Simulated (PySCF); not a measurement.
SMILES ClCl (Cl2), singlet at its B3LYP/def2-SVP optimised geometry (Å):

```
2

Cl    -1.0279     0.0000     0.0000
Cl     1.0279     0.0000     0.0000
```

Computed with PySCF with B3LYP/def2-TZVP. Cells within 0.4 Å of a nucleus heavier than hydrogen are left out (blank, or x).

Map of the deformation density (molecule minus spherical neutral atoms) (e/bohr³) on the plane z = 0.0 Å:

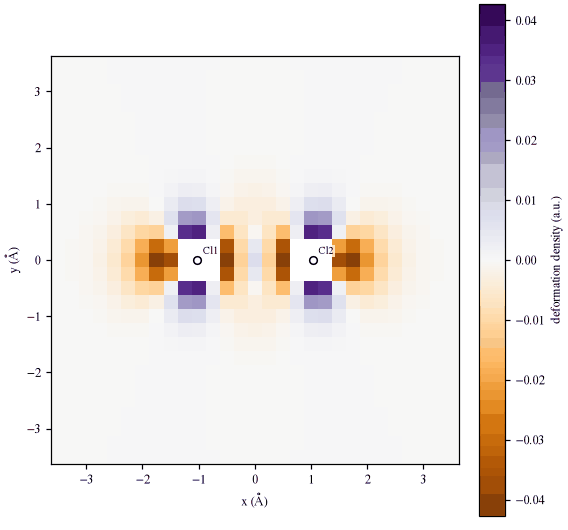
Deformation density (molecule minus spherical neutral atoms) (e/bohr³) on the plane z = 0.0 Å.
